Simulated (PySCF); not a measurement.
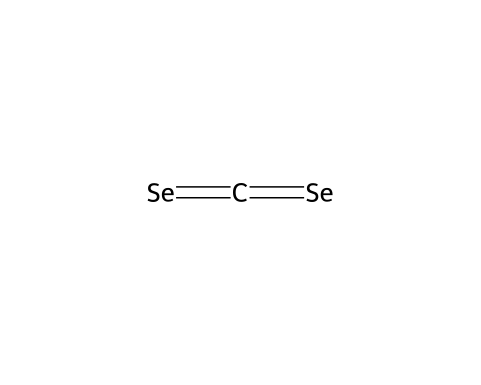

Structural formula above. The computed structure is the end point of a PBE0-D3(BJ)/def2-SVP optimisation. No frequency run is at hand to confirm it as a minimum.

What does the molecule look like in three dimensions?

The molecule is CSe2. As SMILES it reads `[Se]=C=[Se]`. This geometry has D∞h symmetry. All atoms lie on one line. Coordination: 1 C linear.

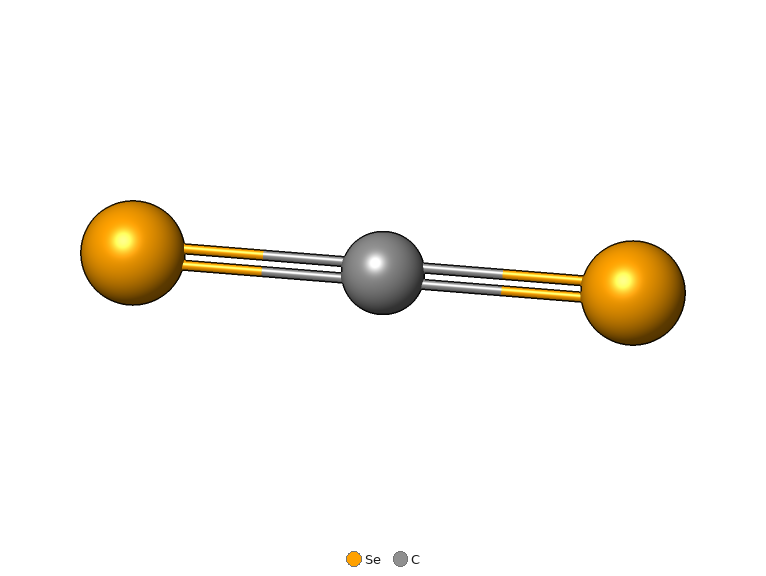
